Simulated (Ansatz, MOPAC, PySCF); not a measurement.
Dissociation curve of SMILES [BeH2]. The Be1–H3 bond (Be1 also carries H; H3 carries nothing else) is varied alone, starting from the PBE0/def2-TZVP optimised geometry.

```
3

Be     0.0000     0.0000     0.0000
H      0.0001    -0.0002    -1.3387
H      0.0000     0.0000     1.3387
```

- RCCSD = Ansatz (a quantum-chemistry and plane-wave program) with CCSD on RHF/aug-cc-pVTZ, frozen core
- UMP2 = MP2 on UHF/aug-cc-pVTZ, frozen core run with Ansatz
- UMP2/6-31G* = unrestricted MP2 (frozen core)/6-31G*, spherical d run with PySCF 2.14.0
- UKS-B3LYP/6-31G* = unrestricted B3LYP/6-31G*, spherical d (PySCF)
- PM7, restricted, heats of formation (MOPAC)

Energies are in kcal/mol, each relative to the lowest point of its own curve near equilibrium.

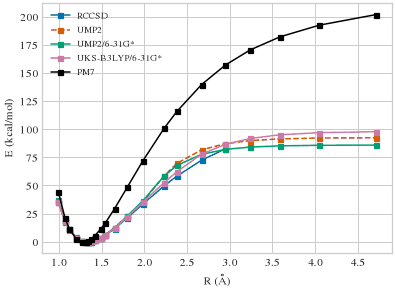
Fig. 1. Energy against bond length for each method.

```csv
R / Å,RCCSD,UMP2,UMP2/6-31G*,UKS-B3LYP/6-31G*,PM7
0.99,35.2,35.0,37.0,35.5,44.5
1.07,18.1,17.9,19.1,18.2,20.9
1.12,10.9,10.7,11.6,11.0,11.4
1.20,3.8,3.6,4.0,3.7,2.6
1.27,0.8,0.7,0.8,0.7,0.0
1.31,0.1,0.0,0.1,0.1,0.2
1.34,0.0,0.0,0.0,0.0,1.0
1.37,0.2,0.3,0.2,0.3,2.4
1.42,1.2,1.3,1.3,1.3,5.5
1.49,3.5,3.8,3.7,3.7,11.5
1.54,5.7,6.1,6.1,6.0,16.5
1.65,11.7,12.4,12.5,12.2,29.4
1.80,21.2,22.5,22.9,22.2,48.6
1.98,33.4,35.6,36.3,35.0,71.7
2.23,49.6,58.5,58.4,52.5,100.7
2.38,58.3,69.6,67.8,62.3,115.7
2.67,72.5,81.6,77.7,77.8,139.7
2.95,82.6,87.1,82.1,86.6,157.0
3.24,—,89.9,84.1,91.8,170.4
3.59,—,91.4,85.2,95.1,182.1
4.05,—,92.1,85.7,96.9,192.4
4.71,—,92.4,85.9,97.7,201.8
```

At the longest distance, 4.71 Å, PM7 lies highest above its minimum (201.8 kcal/mol) and UMP2/6-31G* lowest (85.9 kcal/mol).

A dash means that the run gave no value there, or that the column was ended at a point which the program doubted or which failed a test of continuity chosen for this set; such a test can also cut sound points.

The T1 diagnostic of CCSD on the restricted reference of RCCSD exceeds 0.045 at 2.95 to 4.71 Å. The unrestricted determinant behind UMP2, UMP2/6-31G* is spin-contaminated at 2.23 to 4.71 Å (<S²> up to 1.0, against 0.00 for a pure singlet). The unrestricted determinant behind UKS-B3LYP/6-31G* is spin-contaminated at 2.67 to 4.71 Å (<S²> up to 1.0, against 0.00 for a pure singlet). The restricted form behind PM7 keeps the bonding electrons paired and can't separate into open-shell fragments.
